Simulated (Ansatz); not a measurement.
**Nudged elastic band of C₂H₃NO**

The run: nudged elastic band of C₂H₃NO. Method and program: RKS B3LYP-D4/STO-3G (Ansatz 0.2.0).

It belongs to a series of runs on one base structure; here: band between the two ends. Figures and captions count atoms from 1; the log counts them from 0 in places.

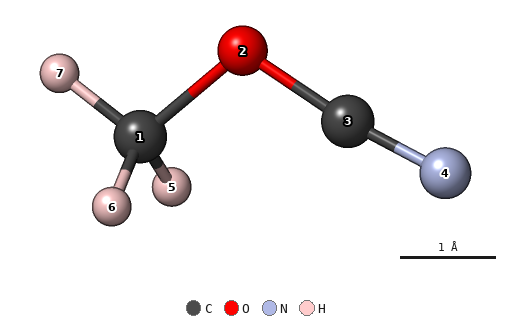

*The structure as given in the input (ball-and-stick view, seen at a tilt; atoms are numbered from 1 in the order of the input).*

Bond lengths as drawn: C–H 1.11 Å, C–N 1.21 Å and C–O 1.37 to 1.50 Å.

### Input
```yaml
crystal:
  periodic: [false, false, false]
  atoms:
    - { symbol: C, position_ang: [-0.323293, 0.727824, -0.305166] }
    - { symbol: O, position_ang: [0.958029, -0.025701, -0.124511] }
    - { symbol: C, position_ang: [0.696767, -1.234675, 0.471282] }
    - { symbol: "N", position_ang: [0.591814, -2.318448, 0.988553] }
    - { symbol: H, position_ang: [-1.021983, 0.171833, -0.962394] }
    - { symbol: H, position_ang: [-0.80649, 0.930109, 0.671991] }
    - { symbol: H, position_ang: [-0.033644, 1.680958, -0.785555] }
basis:
  gaussian: { orbitals: STO-3G }
hamiltonian:
  xc: b3lyp
  dispersion: d4
neb:
  order_check: false
  images: 5
  f_tol: 0.05
  max_iterations: 60
  final_atoms:
    - { symbol: C, position_ang: [-0.40085286, 0.66872253, -0.34566465] }
    - { symbol: O, position_ang: [0.01161437, -0.74438122, -0.62037216] }
    - { symbol: C, position_ang: [0.68792304, -1.24140385, 0.46625223] }
    - { symbol: "N", position_ang: [1.29373434, -1.7838165, 1.35622955] }
    - { symbol: H, position_ang: [-0.93135899, 0.99827852, -1.2585384] }
    - { symbol: H, position_ang: [-1.08351751, 0.72074405, 0.52642708] }
    - { symbol: H, position_ang: [0.48365761, 1.31375649, -0.17013366] }
  initial_path:
    images:
      - { positions_ang: [[-0.323293, 0.727824, -0.305166], [0.958029, -0.025701, -0.124511], [0.696767, -1.234675, 0.471282], [0.591814, -2.318448, 0.988553], [-1.021983, 0.171833, -0.962394], [-0.80649, 0.930109, 0.671991], [-0.033644, 1.680958, -0.785555]] }
      - { positions_ang: [[-0.3203341, 0.71079284, -0.24492066], [0.83449632, 0.02123736, 0.15413522], [0.69162403, -1.21341867, 0.44816255], [0.66514191, -2.30993096, 0.74030282], [-1.04675433, 0.10196367, -0.80981823], [-0.81359228, 1.14870032, 0.5406651], [0.05061845, 1.47255544, -0.87432679]] }
      - { positions_ang: [[-0.31737519, 0.69376167, -0.18467533], [0.71096365, 0.06817571, 0.43278143], [0.68648107, -1.19216235, 0.42504309], [0.73846982, -2.30141391, 0.49205264], [-1.07152566, 0.03209434, -0.65724247], [-0.82069457, 1.36729165, 0.4093392], [0.13488089, 1.26415289, -0.96309857]] }
      - { positions_ang: [[-0.31441629, 0.67673051, -0.12442999], [0.58743097, 0.11511407, 0.71142765], [0.6813381, -1.17090602, 0.40192364], [0.81179772, -2.29289687, 0.24380246], [-1.09629699, -0.03777499, -0.5046667], [-0.82779685, 1.58588297, 0.2780133], [0.21914334, 1.05575033, -1.05187036]] }
      - { positions_ang: [[-0.34322848, 0.67406118, -0.19817488], [0.3954921, -0.17138436, 0.26749438], [0.68353308, -1.1944053, 0.4233665], [0.97244326, -2.12320341, 0.61461149], [-1.04131766, 0.30757618, -0.75595727], [-0.91303707, 1.29750333, 0.36081789], [0.30731476, 1.14175238, -0.75795812]] }
      - { positions_ang: [[-0.37204067, 0.67139185, -0.27191977], [0.20355323, -0.45788279, -0.17643889], [0.68572806, -1.21790458, 0.44480937], [1.1330888, -1.95350996, 0.98542052], [-0.98633832, 0.65292735, -1.00724783], [-0.99827729, 1.00912369, 0.44362249], [0.39548618, 1.22775444, -0.46404589]] }
      - { positions_ang: [[-0.40085286, 0.66872253, -0.34566465], [0.01161437, -0.74438122, -0.62037216], [0.68792304, -1.24140385, 0.46625223], [1.29373434, -1.7838165, 1.35622955], [-0.93135899, 0.99827852, -1.2585384], [-1.08351751, 0.72074405, 0.52642708], [0.48365761, 1.31375649, -0.17013366]] }
```

Hardware: 1 thread of Intel Xeon (Granite Rapids), 128 GiB of memory available, shared host.

Run as:
```bash
ansatz run input.yaml --threads 1 --pin off --max-ram 2048MiB --backend cpu --events-out ev --progress --plain --runs-dir out
```

### What the program printed
```
Engine: ansatz 0.2.0, x86_64-unknown-linux-gnu
Functional definition: B3LYP
  parameter a0 = 0.2
  parameter ax = 0.72
  parameter ac = 0.81
  exchange = (1 - a0 - ax)*slater_x + ax*b88_x + a0*exact_x
  correlation = (1 - ac)*vwn_rpa_c + ac*lyp_c
350 factors; integrals over basis functions are off by at most 1.1e-5 eV
mean field evaluation 1: about -5579.9498 eV, gradient 4.0e1 eV
mean field evaluation 2: about -5550.1323 eV, gradient 1.1e2 eV
mean field evaluation 4: about -5584.4403 eV, gradient 4.8e0 eV
mean field evaluation 8: about -5584.4342 eV, gradient 3.4e-2 eV
mean field -5584.43417558 eV, -205.2241706872 hartree, gradient 5.5e-5 eV, S^2 0.000000; 0 other end points of the search recorded, 0 dependent functions left out
the calculation of the forces begins
reference -5584.43431960 eV, -205.2241759798 hartree; 15, 15 occupied and 8, 8 virtual orbitals, 350 factors
351 factors; integrals over basis functions are off by at most 1.6e-5 eV
mean field evaluation 16: about -5584.4121 eV, gradient 5.9e0 eV
mean field -5584.43415750 eV, -205.2241700227 hartree, gradient 5.6e-5 eV, S^2 0.000000; 0 other end points of the search recorded, 0 dependent functions left out
[... from here on the field's lines of each further geometry are left out, up to the last ...]
NEB iter   1: max|band force component| = 4.463e1 eV/Å  barrier→ = 11.4491 eV  barrier← = 11.4491 eV  Δτ_max = 0.1974 Å  (147 SCF iters)
NEB iter   2: max|band force component| = 8.082e0 eV/Å  barrier→ = 3.4270 eV  barrier← = 3.4270 eV  Δτ_max = 0.1939 Å  (141 SCF iters)
NEB iter   3: max|band force component| = 3.715e0 eV/Å  barrier→ = 1.6157 eV  barrier← = 1.6157 eV  Δτ_max = 0.1916 Å  (131 SCF iters)
NEB iter   4: max|band force component| = 2.169e0 eV/Å  barrier→ = 1.3553 eV  barrier← = 1.3553 eV  Δτ_max = 0.1991 Å  (141 SCF iters)
NEB iter   5: max|band force component| = 2.474e0 eV/Å  barrier→ = 0.7623 eV  barrier← = 0.7623 eV  Δτ_max = 0.2000 Å  (144 SCF iters)
NEB iter   6: max|band force component| = 1.779e0 eV/Å  barrier→ = 0.4102 eV  barrier← = 0.4102 eV  Δτ_max = 0.1985 Å  (144 SCF iters)
NEB iter   7: max|band force component| = 2.182e0 eV/Å  barrier→ = 0.2935 eV  barrier← = 0.2935 eV  Δτ_max = 0.1000 Å  (151 SCF iters)
NEB iter   8: max|band force component| = 1.991e0 eV/Å  barrier→ = 0.2426 eV  barrier← = 0.2426 eV  Δτ_max = 0.1029 Å  (130 SCF iters)
NEB iter   9: max|band force component| = 1.795e0 eV/Å  barrier→ = 0.1878 eV  barrier← = 0.1878 eV  Δτ_max = 0.1940 Å  (130 SCF iters)
NEB iter  10: max|band force component| = 3.020e0 eV/Å  barrier→ = 0.5269 eV  barrier← = 0.5269 eV  Δτ_max = 0.1026 Å  (139 SCF iters)
NEB iter  11: max|band force component| = 1.414e0 eV/Å  barrier→ = 0.2062 eV  barrier← = 0.2062 eV  Δτ_max = 0.1974 Å  (136 SCF iters)
NEB iter  12: max|band force component| = 9.528e-1 eV/Å  barrier→ = 0.1243 eV  barrier← = 0.1243 eV  Δτ_max = 0.0720 Å  (133 SCF iters)
NEB iter  13: max|band force component| = 4.061e-1 eV/Å  barrier→ = 0.0856 eV  barrier← = 0.0856 eV  CI = image 3  Δτ_max = 0.0888 Å  (133 SCF iters)
NEB iter  14: max|band force component| = 4.581e-1 eV/Å  barrier→ = 0.0652 eV  barrier← = 0.0652 eV  CI = image 3  Δτ_max = 0.0457 Å  (126 SCF iters)
NEB iter  15: max|band force component| = 6.213e-2 eV/Å  barrier→ = 0.0637 eV  barrier← = 0.0637 eV  CI = image 3  Δτ_max = 0.0246 Å  (129 SCF iters)
NEB iter  16: max|band force component| = 7.134e-2 eV/Å  barrier→ = 0.0637 eV  barrier← = 0.0637 eV  CI = image 3  Δτ_max = 0.0076 Å  (126 SCF iters)
the calculation of the forces begins
reference -5584.41944219 eV, -205.2236292450 hartree; 15, 15 occupied and 8, 8 virtual orbitals, 350 factors
350 factors; integrals over basis functions are off by at most 2.6e-5 eV
mean field evaluation 736: about -5584.3709 eV, gradient 5.4e-5 eV
mean field -5584.37087051 eV, -205.2218442688 hartree, gradient 1.8e-5 eV, S^2 0.000000; 1 other end points of the search recorded, 0 dependent functions left out
the calculation of the forces begins
reference -5584.37101251 eV, -205.2218494872 hartree; 15, 15 occupied and 8, 8 virtual orbitals, 350 factors
NEB iter  17: max|band force component| = 1.948e-2 eV/Å  barrier→ = 0.0636 eV  barrier← = 0.0636 eV  CI = image 3  Δτ_max = 0.0000 Å  (226 SCF iters)
```

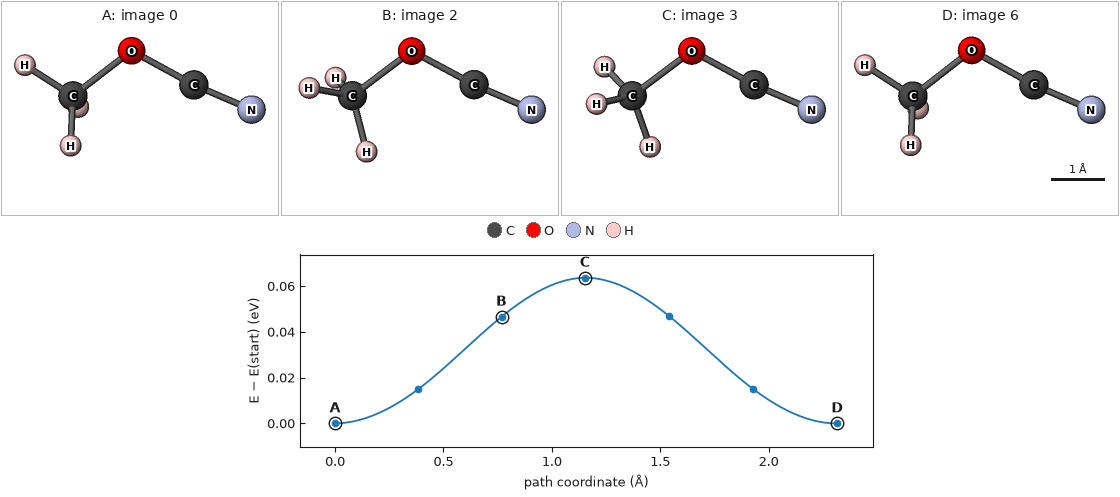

*Images of the last band (counted from 0; ball-and-stick, seen at a tilt) above the energy along the path; the line is a cubic interpolation that uses the forces.*

The highest image is number 3, 0.064 eV above the start and 0.064 eV above the end (the climbing image); start and end have the same energy. The path is 2.32 Å long. The band converged in 17 iterations.

```
Total energy: -5584.51240583 eV, -205.2270455958 hartree
Atom 0 at    -0.381740     0.696276    -0.326741 Å, force    -0.004290    -0.001933    -0.001552 eV/Å
Atom 1 at     0.515595    -0.458322    -0.674579 Å, force     0.004516    -0.002129    -0.005583 eV/Å
Atom 2 at     0.730544    -1.246159     0.423266 Å, force    -0.002979     0.013172     0.007843 eV/Å
Atom 3 at     0.989530    -2.007199     1.322232 Å, force     0.002010    -0.009850    -0.001279 eV/Å
Atom 4 at    -1.278418     0.630799    -0.974933 Å, force    -0.001245     0.001927     0.000839 eV/Å
Atom 5 at    -0.685484     0.686356     0.736726 Å, force     0.000995     0.000833    -0.000108 eV/Å
Atom 6 at     0.171173     1.630148    -0.551771 Å, force     0.000993    -0.002020    -0.000160 eV/Å
Dipole moment:    -0.331895     0.600672    -0.275199 e Å
this run last wrote the band of iteration 17 to [file]
```

### The last band as extended XYZ (Å, eV, eV/Å)
```
7
Properties=species:S:1:pos:R:3:forces:R:3 image=0 energy=-5584.57591
C    -0.3233    0.7278   -0.3052   -0.0032  -0.0030   0.0018
O     0.9580   -0.0257   -0.1245    0.0013   0.0033  -0.0020
C     0.6968   -1.2347    0.4713    0.0030   0.0039  -0.0016
N     0.5918   -2.3184    0.9886   -0.0034  -0.0052   0.0025
H    -1.0220    0.1718   -0.9624   -0.0004  -0.0019  -0.0005
H    -0.8065    0.9301    0.6720   -0.0002  -0.0008   0.0019
H    -0.0336    1.6810   -0.7856    0.0028   0.0039  -0.0023
7
Properties=species:S:1:pos:R:3:forces:R:3 image=1 energy=-5584.56092
C    -0.3298    0.7175   -0.3277    0.0040   0.0022   0.0021
O     0.9116   -0.1212   -0.2928    0.0143   0.0207   0.0289
C     0.6958   -1.2387    0.4730   -0.0009   0.0011  -0.0019
N     0.6366   -2.2378    1.1451   -0.0150  -0.0175  -0.0248
H    -1.0524    0.3097   -1.0641    0.0031  -0.0295   0.0157
H    -0.8058    0.7809    0.6703    0.0072   0.0227   0.0065
H     0.0054    1.7215   -0.6495   -0.0126   0.0002  -0.0265
7
Properties=species:S:1:pos:R:3:forces:R:3 image=2 energy=-5584.52928
C    -0.3457    0.7091   -0.3373    0.0017   0.0036   0.0013
O     0.7900   -0.2613   -0.4861    0.0285   0.0228   0.0216
C     0.7016   -1.2461    0.4614   -0.0029   0.0012   0.0012
N     0.7468   -2.1422    1.2671   -0.0222  -0.0221  -0.0199
H    -1.1293    0.4740   -1.0864   -0.0016  -0.0317   0.0143
H    -0.7804    0.6879    0.6801    0.0146   0.0184   0.0085
H     0.0782    1.7105   -0.5447   -0.0181   0.0078  -0.0270
7
Properties=species:S:1:pos:R:3:forces:R:3 image=3 energy=-5584.51226
C    -0.3817    0.6963   -0.3267   -0.0043  -0.0019  -0.0016
O     0.5156   -0.4583   -0.6746    0.0045  -0.0021  -0.0056
C     0.7305   -1.2462    0.4233   -0.0030   0.0132   0.0078
N     0.9895   -2.0072    1.3222    0.0020  -0.0098  -0.0013
H    -1.2784    0.6308   -0.9749   -0.0012   0.0019   0.0008
H    -0.6855    0.6864    0.7367    0.0010   0.0008  -0.0001
H     0.1712    1.6301   -0.5518    0.0010  -0.0020  -0.0002
7
Properties=species:S:1:pos:R:3:forces:R:3 image=4 energy=-5584.52896
C    -0.3858    0.6862   -0.3407   -0.0145  -0.0019  -0.0082
O     0.3684   -0.5639   -0.6898   -0.0314  -0.0182  -0.0060
C     0.7289   -1.2347    0.4482    0.0063  -0.0149   0.0059
N     1.0702   -1.9297    1.3727    0.0298   0.0247   0.0038
H    -1.1856    0.7826   -1.1002    0.0089   0.0332  -0.0135
H    -0.8321    0.6337    0.6705   -0.0195  -0.0049  -0.0075
H     0.2973    1.5576   -0.4066    0.0204  -0.0180   0.0256
7
Properties=species:S:1:pos:R:3:forces:R:3 image=5 energy=-5584.56088
C    -0.3884    0.6808   -0.3414   -0.0023   0.0026  -0.0063
O     0.1309   -0.6865   -0.6663   -0.0262  -0.0116   0.0030
C     0.6997   -1.2450    0.4501   -0.0177  -0.0137   0.0004
N     1.1907   -1.8551    1.3667    0.0406   0.0222  -0.0023
H    -1.1069    0.9191   -1.1481    0.0113   0.0197  -0.0110
H    -0.9028    0.6977    0.6395   -0.0225   0.0020  -0.0097
H     0.4381    1.4208   -0.3462    0.0167  -0.0212   0.0258
7
Properties=species:S:1:pos:R:3:forces:R:3 image=6 energy=-5584.57591
C    -0.4009    0.6687   -0.3457    0.0003  -0.0011   0.0000
O     0.0116   -0.7444   -0.6204    0.0008  -0.0010   0.0002
C     0.6879   -1.2414    0.4663   -0.0002   0.0009  -0.0003
N     1.2937   -1.7838    1.3562   -0.0010   0.0002  -0.0006
H    -0.9314    0.9983   -1.2585   -0.0003  -0.0001  -0.0004
H    -1.0835    0.7207    0.5264   -0.0002   0.0000   0.0012
H     0.4837    1.3138   -0.1701    0.0006   0.0011  -0.0001
```

### Summary

```csv
quantity,value
outcome,converged
"barrier, forward",0.064 eV
"barrier, backward",0.064 eV
wall time,55 s
peak memory,0.1 GiB
```

### Notes

The order of the saddle point was not checked.
